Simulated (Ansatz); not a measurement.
**Equilibrium of GeH2(CH3)(SH) + CHF3S ⇌ GeH2(SH)2 + C2H3F3 at process temperatures**

Gas-phase species: GeH2(CH3)(SH), singlet; CHF3S (trifluoromethanethiol) `FC(F)(F)S`, singlet; GeH2(SH)2, singlet; C2H3F3 (1,1,1-trifluoroethane) `CC(F)(F)F`, singlet. The partners trade CH3 for SH: Ge–CH3 and C–SH bonds give way to Ge–SH and C–CH3.

The electronic reaction energy at CCSD(T)/def2-TZVPP is -108.1 kJ/mol. Shapes: PBE0-D4/def2-TZVP. Flexible molecules stand in one conformer, not always the lowest. Programs: Ansatz 0.2.0. Enthalpy and entropy come from rigid-rotor, harmonic-oscillator sums on unscaled PBE0-D4/def2-TZVP wavenumbers, ideal gases at 1 bar. Symmetry numbers: GeH2(CH3)(SH) 1, CHF3S 1, GeH2(SH)2 1, C2H3F3 3. R = 8.3145 J/(mol K).

| T (K) | ΔH (kJ/mol) | ΔS (J/(mol K)) |
| --- | --- | --- |
| 700 | -104.7 | -12.3 |
| 1000 | -105.4 | -13.2 |
| 1300 | ? | ? |

Task: Work out ln K at 700 and 1000 K, and from these estimate it at 1300 K.

Result: 
1. 700 K: ΔG = -104.7 − 700 × (-12.3)/1000 = -96.1 kJ/mol; ln K = −ΔG/RT = +16.51.
2. 1000 K: ΔG = -105.4 − 1000 × (-13.2)/1000 = -92.2 kJ/mol; ln K = −ΔG/RT = +11.09.
3. Slope against 1000/T: (+11.09 − (+16.51))/(1.0000 − 1.4286) = +12.65, that is −ΔH/R with ΔH near -105 kJ/mol.
4. 1300 K: ln K = +16.51 + (+12.65) × (0.7692 − 1.4286) = +8.17.

The full sums give ΔH = -105.9 kJ/mol, ΔS = -13.6 J/(mol K), ΔG = -88.2 kJ/mol and ln K = +8.16 at 1300 K, so the line is off by +0.01 in ln K; without rounding the miss is +0.02, from the change of ΔH with temperature. The products are favoured over this whole range. An error of 10 kJ/mol in the energy moves ln K by 0.9 at 1300 K. Soft modes are treated as harmonic, which can err either way at these temperatures; the lowest are those of GeH2(CH3)(SH) (122 cm⁻¹), CHF3S (195 cm⁻¹), GeH2(SH)2 (78 cm⁻¹), C2H3F3 (227 cm⁻¹). Other conformers aren't counted. Other reactions of these species are left aside. Relativity is left out for Ge. Outer-core shells of Ge are correlated, in sets that cover them unevenly.

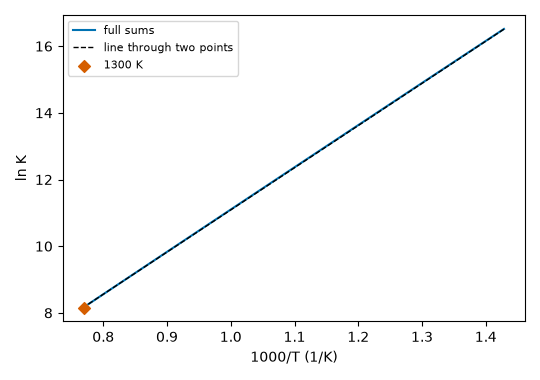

The van 't Hoff plot.
